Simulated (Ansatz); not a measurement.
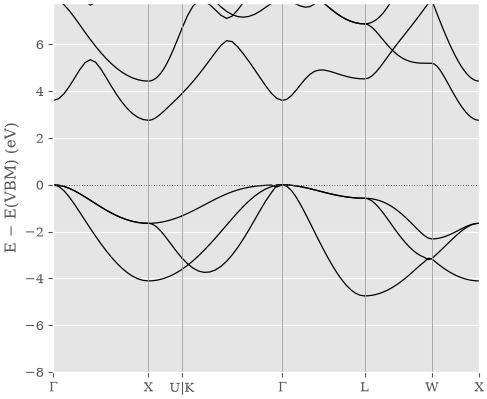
Figure. Band structure from PBE in the plane-wave PAW code Ansatz

Read off the gap and where the band edges lie.

About 2.8 eV (2.76 eV by a search for the band edges); maximum at Γ, minimum at X.

Which compound is it?
A. CaO, rock salt
B. MgS, rock salt
C. KI, rock salt
D. GaP, zinc blende

B, MgS, rock salt

Space group Fm-3m (rock salt). The cell was relaxed with PBE under the symmetry of its start.

Potentials: the later of the program's two PAW sets.
